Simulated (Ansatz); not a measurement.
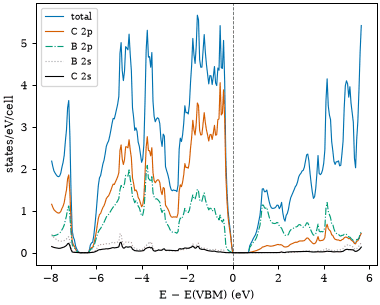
Total and projected density of states of CaB₂C₂ in space group I4/mcm (No. 140; Ca on 4a, B on 8h, C on 8h), r²SCAN (plane waves, PAW; program Ansatz)

Task: Which orbitals carry the states next to the gap?

Result: Top 1 eV of the valence band: C 2p 73 %, B 2p 19 %, outside the projected shells 5 %. Bottom 1 eV of the conduction band: B 2p 73 %, C 2p 10 %, outside the projected shells 16 %. Projections are on Löwdin-orthogonalised atomic valence shells; empty p or d shells of many metals are not among them.

Task: Where is the tallest occupied peak in this window, and what makes it?

Result: Near -1.6 eV, about 5.7 states/eV per cell; the largest projected share is C 2p.

The workflow started from a Materials Project entry (that database holds measured and hypothetical structures alike); the Crystallography Open Database copy checked does not list it. With B and C taken as one species the cell has the higher symmetry P4/mmm, so it may be an ordered model of a mixed-site phase. Whether it is the stable phase at ambient conditions was not checked. The r²SCAN relaxation kept the symmetry of its start; its stability against distortions is not shown here.

Potentials: the later of the program's two PAW sets.
